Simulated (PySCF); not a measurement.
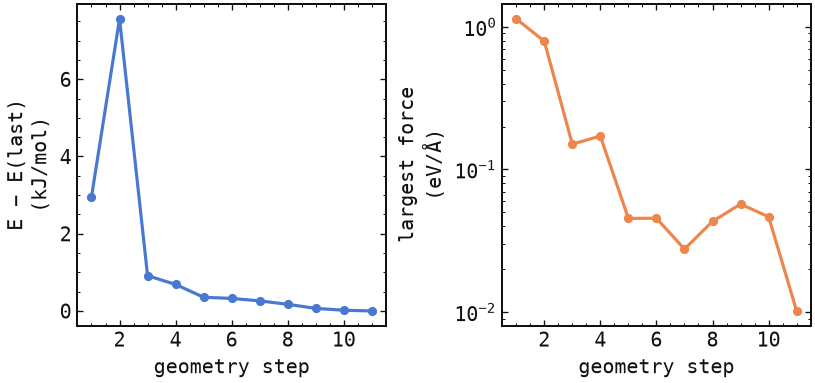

History of a geometry optimisation.

- system: 4-Methylthiazole (SMILES Cc1cscn1)
- method: PBE0-D3(BJ)/def2-SVP, geometry optimisation (PySCF 2.14.0, density fitting)

How did it end, and what did it gain?

The optimisation met its thresholds at geometry 11, counting the start as the first. The energy fell by about 3 kJ/mol from the first step to the last, with a rise at step 2. The largest force goes from about 1.1 eV/Å at the start to 0.01 eV/Å at the end.
